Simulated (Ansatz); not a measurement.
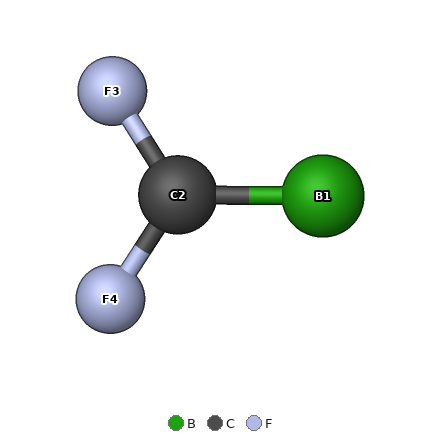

The system is CBF₂, SMILES [B]=C(F)F, spin multiplicity 2; the picture shows the reference structure. First axis: bond length C2–F3. Second axis: angle F3–C2–F4. Nothing is relaxed (all other coordinates rigid). The scan uses a 9 × 9 grid. Points are written as (first, second). All energies are given in kcal/mol relative to the lowest grid point. Level of theory: UKS PBE-D4/def2-SVP in Ansatz.

Its coordinates:

```xyz
4

B    -0.8317    0.3545    1.2026
C     0.0825    0.0778    0.0093
F     0.9606   -0.9115    0.0045
F    -0.2114    0.4792   -1.2164
```

Range: bond length C2–F3 from 1.138 to 1.852 Å; angle F3–C2–F4 from 86.8 to 136.8°.

### What landscape does the calculation give?

The lowest grid point is at (1.316 Å, 111.8°). No other kind of well shows on this grid. The highest grid point, (1.138 Å, 86.8°), lies 72.3 kcal/mol above the lowest. Round the minimum the two coordinates are nearly uncoupled.

```tsv
angle F3–C2–F4 ↓, bond length C2–F3 →	1.138	1.227	1.316	1.406	1.495	1.584	1.673	1.763	1.852
136.8	52.4	29.7	21.3	21.0	25.3	31.9	39.5	47.5	55.2
130.5	40.5	19.2	12.2	13.3	18.8	26.5	35.2	44.1	52.7
124.3	32.0	11.7	5.6	7.6	14.0	22.5	31.9	41.5	50.7
118.0	26.7	7.0	1.4	4.0	10.9	19.9	29.8	39.8	49.4
111.8	25.1	5.4	0.0	2.7	9.8	19.0	29.0	39.2	48.9
105.5	27.6	7.4	1.6	4.0	10.9	19.9	29.8	39.9	49.4
99.3	35.1	13.7	6.9	8.4	14.5	22.9	32.3	42.0	51.1
93.0	49.3	25.7	17.0	16.9	21.6	28.8	37.2	46.0	54.4
86.8	72.3	45.4	33.6	30.8	33.1	38.4	45.0	52.4	59.7
```

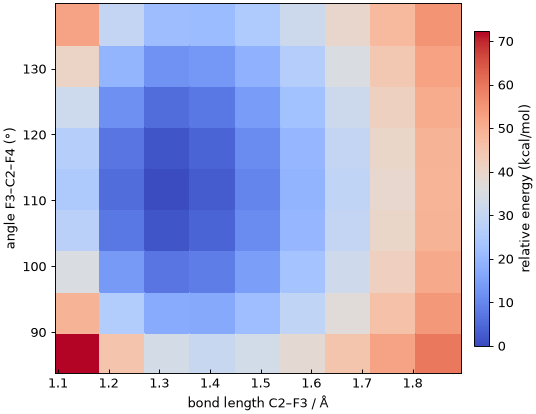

In the figure: one coloured cell a grid point.

Each point was launched as `ansatz run input.yaml --threads 1 --pin off --max-ram 2560MiB --backend cpu --events-out ev --progress --plain --runs-dir out`. The whole map (81 points run) took 19 min on 1 thread of Arm Neoverse N1, with other jobs on the host.
